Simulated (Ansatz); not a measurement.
Input

```
crystal:
  periodic: [false, false, false]
  atoms:
    - {symbol: La, position_ang: [-0.006468, -0.001975, 0.432832]}
    - {symbol: Cl, position_ang: [2.543847, -0.024919, -0.106481]}
    - {symbol: Cl, position_ang: [-1.246685, 2.214869, -0.152796]}
    - {symbol: Cl, position_ang: [-1.290685, -2.187974, -0.173555]}
basis:
  gaussian: {orbitals: def2-TZVP, initial_orbitals: start.molden}
hamiltonian: {xc: pbe0, dispersion: d4}
scf: {omitted_lower_state_checks: [starts]}
output: {orbitals: {seedname: orbitals}}
```

Run with:

```sh
ansatz run in.yaml --threads 4 --pin off --events-out ev --progress --plain --max-ram 3916MiB
```

Geometry: PBE-D4/def2-SVP; core potentials replace the inner electrons of La.

Level of theory: Ansatz, RKS PBE0-D4/def2-TZVP.

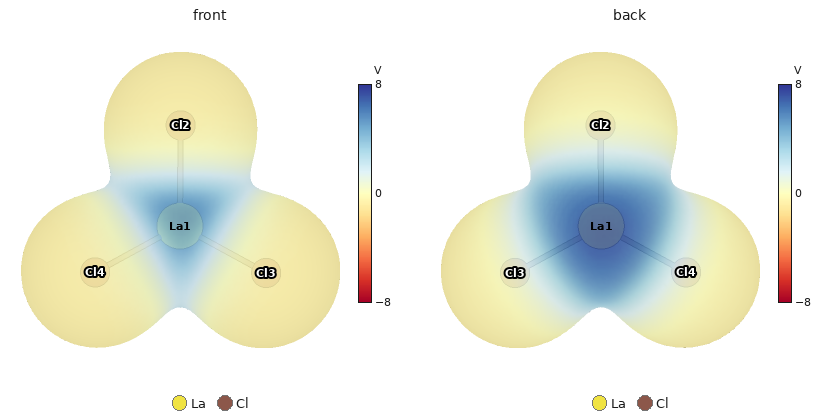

Cl$_{3}$La. The molecular electrostatic potential painted on the density surface at 0.002 e/bohr³, seen from the front and from behind; the colour scale runs from red (negative) to blue (positive).

Question: Which sites attract a positive test charge, and which a negative one?

Answer: A positive charge is drawn to the negative regions and a negative charge to the positive ones. The most negative region (about −0.7 V) lies over Cl2, Cl3 and Cl4, the most positive (about +7.0 V) over La1.
